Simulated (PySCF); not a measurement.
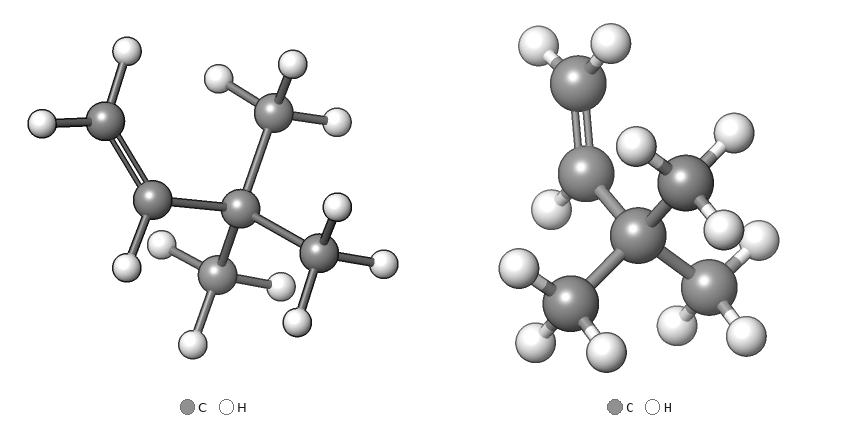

Two views of one molecule.

The geometry was computed by an optimisation with PBE0-D3(BJ)/def2-SVP. No frequency run is at hand to confirm it as a minimum.

> What is the molecular formula?

C₆H₁₂, 18 atoms: 6 carbon and 12 hydrogen.

> Name functional groups in it.

Among them: alkene.

> Describe its rings.

It has no ring.

The parts below concern this one geometry. Atoms keep their numbers from picture to picture.

## Shape

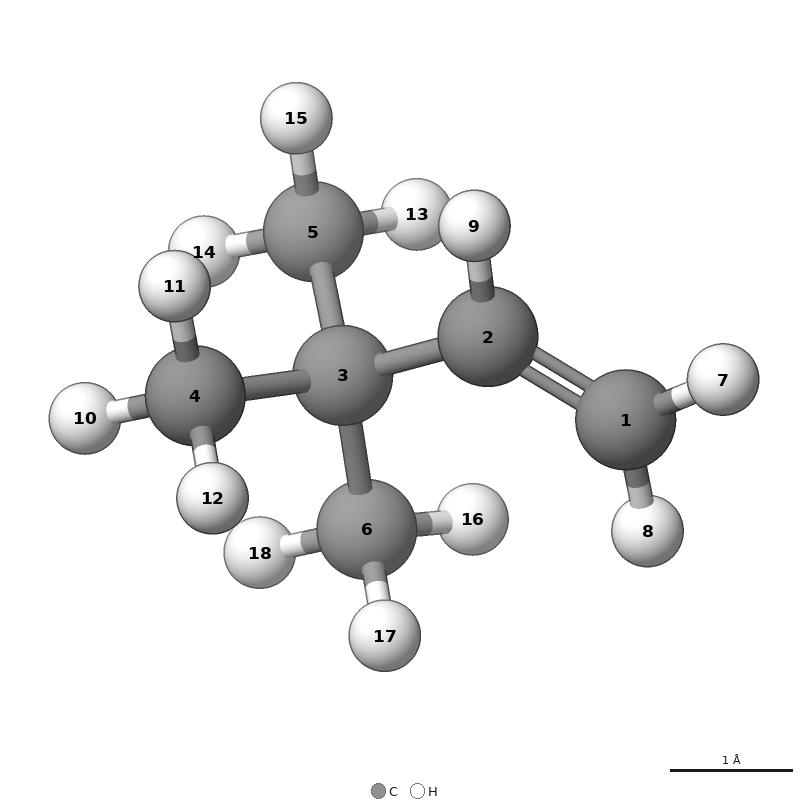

Atoms carry their numbers in the input. No frequency run is at hand to confirm it as a minimum.

Estimate the angles C1–C2–H9, C2–C1–H8, C2–C3–C4, C2–C3–C6, C3–C2–H9, C3–C4–H10, C3–C4–H11, C3–C5–H13, C3–C6–H16, C3–C6–H17, C4–C3–C5, C4–C3–C6.

```tsv
angle	degrees
C1–C2–H9	118.3
C2–C1–H8	122.3
C2–C3–C4	108.1
C2–C3–C6	112.3
C3–C2–H9	114.1
C3–C4–H10	110.7
C3–C4–H11	111.2
C3–C5–H13	111.0
C3–C6–H16	111.4
C3–C6–H17	111.4
C4–C3–C5	109.2
C4–C3–C6	109.5
```

## Dipole moment

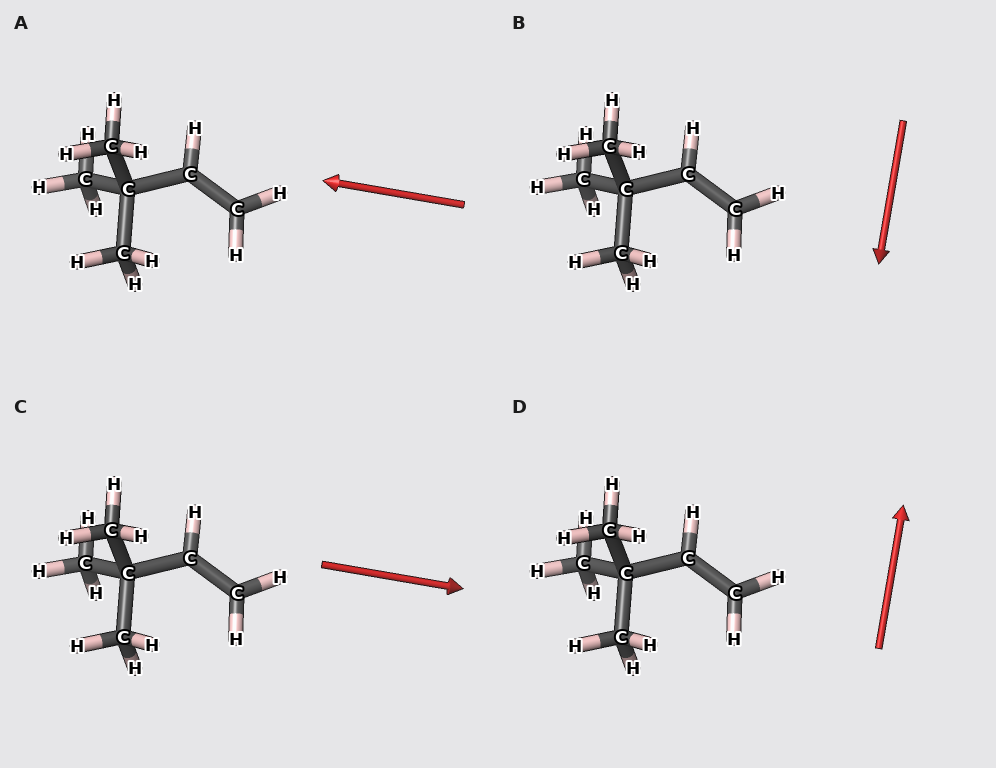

The same molecule four times, each with an arrow. No frequency run is at hand to confirm it as a minimum. Properties computed with PBE0/IGLO-III, gas phase (PySCF 2.14.0).

> Which arrow points along the dipole moment, from the negative to the positive end?

A. The dipole moment is 0.40 D.

## Bond orders

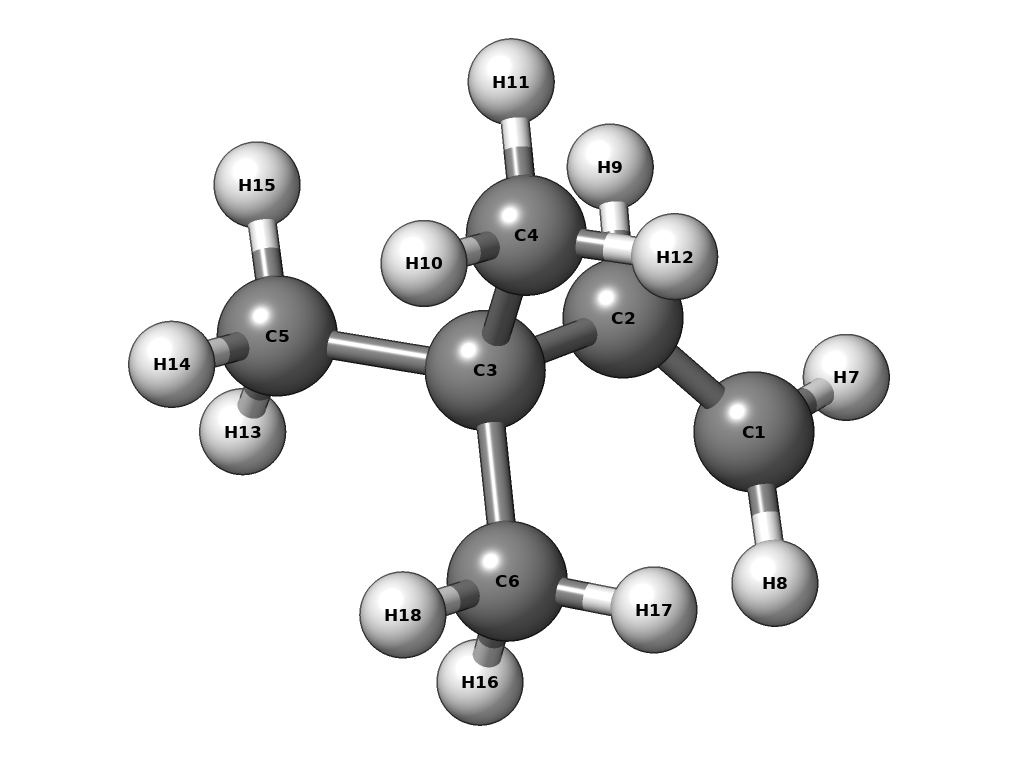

Every bond is drawn as one stick. No frequency run is at hand to confirm it as a minimum. Method: PBE0/cc-pVDZ (PySCF 2.14.0).

> Which bond has the highest Mayer bond order?

C1–C2, 2.04, at a length of 1.333 Å.

List the Mayer bond orders of C1–C2, C1–H7, C1–H8, C2–C3, C2–H9, C3–C4, C3–C6, C4–H12, C5–H13, C4–H10, C4–H11, C6–H16, C6–H17, C6–H18 (one bond of each equivalent set). Atoms whose distances differ by more than 0.02 Å in this geometry are listed apart.

| bond | Mayer order | length (Å) |
| --- | --- | --- |
| C1–C2 | 2.04 | 1.333 |
| C1–H7 | 0.94 | 1.093 |
| C1–H8 | 0.93 | 1.093 |
| C2–C3 | 1.01 | 1.511 |
| C2–H9 | 0.94 | 1.099 |
| C3–C4 | 1.03 | 1.535 |
| C3–C6 | 1.07 | 1.527 |
| C4–H12 | 0.96 | 1.101 |
| C5–H13 | 0.96 | 1.101 |
| C4–H10 | 0.96 | 1.102 |
| C4–H11 | 0.96 | 1.102 |
| C6–H16 | 0.95 | 1.101 |
| C6–H17 | 0.95 | 1.101 |
| C6–H18 | 0.96 | 1.101 |

## NMR shielding

The questions are on isotropic NMR shieldings of the H atoms. No frequency run is at hand to confirm it as a minimum. Properties computed with GIAO PBE0/IGLO-III NMR shielding, non-relativistic, gas phase (PySCF 2.14.0).

> Which H atom is the most shielded (lowest chemical shift)?

H12, H13 (30.53 to 30.55 ppm).

> Which H atom is the least shielded (highest chemical shift)?

H9 (25.19 ppm).

> How wide is the range of H shifts?

5.36 ppm.

Give the isotropic NMR shieldings of the H atoms atom by atom.

```csv
atom,σ (ppm)
H7,26.26
H8,26.22
H9,25.19
H10,30.41
H11,30.35
H12,30.55
H13,30.53
H14,30.42
H15,30.35
H16,30.25
H17,30.27
H18,30.47
```
